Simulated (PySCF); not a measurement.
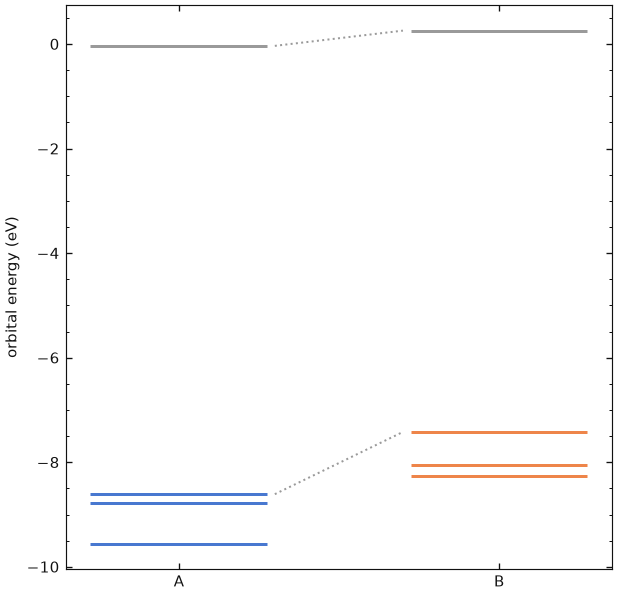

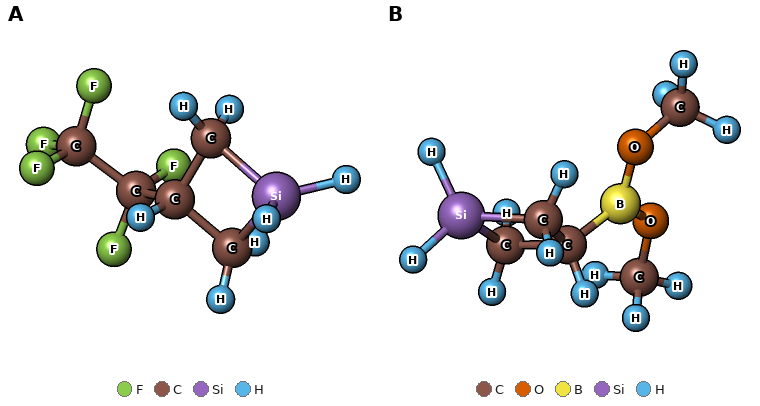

Related molecules: A is C₅H₇F₅Si, SMILES FC(F)(F)C(F)(F)C1C[SiH2]C1; B is C₅H₁₃BO₂Si, SMILES COB(OC)C1C[SiH2]C1. Frontier orbital energies, PBE0/def2-SVPD, PySCF 2.14.0, at a PBE0-D3(BJ)/def2-SVP geometry (no frequency check); drawn are at most three filled levels and, in grey, the LUMO with any level within 0.03 eV of it; dotted lines join the HOMOs and the LUMOs.

What does the change do to the frontier levels?

From A to B the HOMO rises by 1.19 eV and the LUMO rises by 0.29 eV, so the separation goes from 8.58 to 7.68 eV.

Caveats, for all or some of the runs: empty levels above zero depend strongly on the basis; one conformer of a flexible molecule.
